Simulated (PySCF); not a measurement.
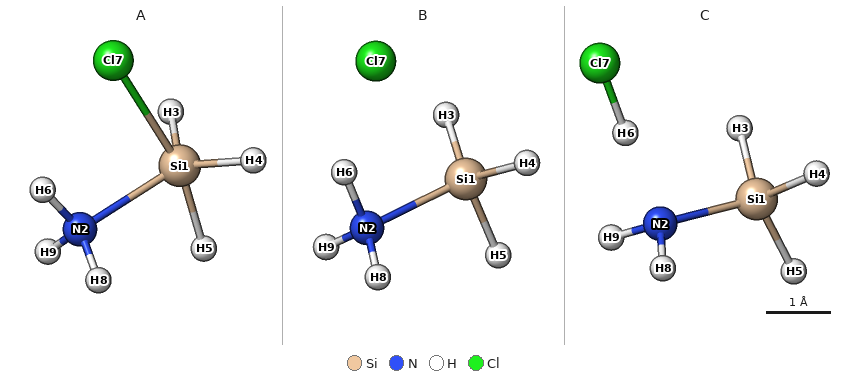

Three geometries of SiNH₆Cl: a saddle point and the two relaxed ends that it joins, in shuffled order. Style: ball-and-stick. Shown at a tilt. Sticks join atoms that are closer than about 1.2 times the sum of their covalent radii (a little more with hydrogen).

Stationary points at PBE0-D4/def2-TZVP, single-point energies with CCSD(T)/CBS, wB97M-V, BHLYP-D4, PBE0-D4 (def2-TZVPP where no basis is named; PySCF 2.14.0). The energies are electronic, without zero-point or thermal terms, and both ends are the relaxed geometries reached downhill from the saddle, with any fragments still in contact. CCSD(T)/CBS stands for a frozen-core estimate: MP2 correlation extrapolated from def2-TZVPP and def2-QZVPP, CCSD(T) minus MP2 from the smaller set.

### Which frame is the transition state, what reaction does it lead through, and what barrier is to be expected?

Frame B is the saddle point. Counted by bonded pieces, C holds HCl + SiH₅N and A holds SiH₆NCl. From C over the saddle to A, bonds form: Si1–Cl7 (3.98 → 2.80 → 2.32 Å), N2–H6 (1.75 → 1.09 → 1.02 Å). A bond breaks: H6–Cl7 (1.33 → 1.85 → 2.32 Å). The saddle has one imaginary mode, 131i cm⁻¹. The end A keeps a soft imaginary mode of 74i cm⁻¹, so it isn't quite a minimum. With CCSD(T)/CBS the barrier is 0.30 eV from C and 0.08 eV from A, and A lies 0.23 eV above C.

| level | barrier from C (eV) | barrier from A (eV) | A less C (eV) |
| --- | --- | --- | --- |
| CCSD(T)/CBS | 0.30 | 0.08 | 0.23 |
| wB97M-V | 0.29 | 0.10 | 0.20 |
| BHLYP-D4 | 0.35 | 0.06 | 0.29 |
| PBE0-D4 | 0.27 | 0.08 | 0.19 |

Against CCSD(T)/CBS, wB97M-V comes closest on the barrier from C (−0.01 eV) and BHLYP-D4 misses most (+0.04 eV).
